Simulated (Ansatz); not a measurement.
## CoSi2 (fluorite type, space group Fm-3m), energy against volume

CoSi2 (fluorite type, space group Fm-3m)

```
CELL_PARAMETERS angstrom
      0.00000     2.68017     2.68017
      2.68017     0.00000     2.68017
      2.68017     2.68017     0.00000
ATOMIC_POSITIONS crystal
  Co 0.00000 0.00000 0.00000
  Si 0.25000 0.25000 0.25000
  Si 0.75000 0.75000 0.75000
```

This relaxed cell (volume V₀) is scaled evenly in all directions, its shape held. Symmetry pins the atoms to their sites.

All values below come from PBE (plane waves to 420 eV, PAW, scalar-relativistic; Ansatz, a first-principles code). k mesh 15×15×15 (Γ-centred), Fermi-Dirac smearing 0.05 eV. E stands for the smeared free energy. CoSi2 is run without spin polarisation. CoSi2 was relaxed with its symmetry unable to fall. The PAW data are Ansatz's earlier set. The zero of ΔE is the relaxed starting cell.

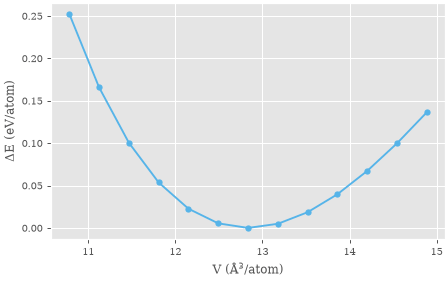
Figure. ΔE (eV/atom) against V (Å³/atom); computed points joined by lines.

The energy cost of the largest expansion comes out as 136 meV/atom and the pressure for 5 % compression (fit) is 10.2 GPa. The pressure at the smallest volume is 46.1 GPa and the pressure derivative B₀′ (fit) is 4.7. The equilibrium volume of the fit is 12.83 Å³/atom.

P = (3B₀/2)(x⁷ − x⁵)[1 + ¾(B₀′ − 4)(x² − 1)] with x = (1/0.95)^(1/3), B₀ = 177 GPa and B₀′ = 4.70.

(A scan under strain: stresses follow from slopes of the energy per volume, elastic moduli from its curvatures.)
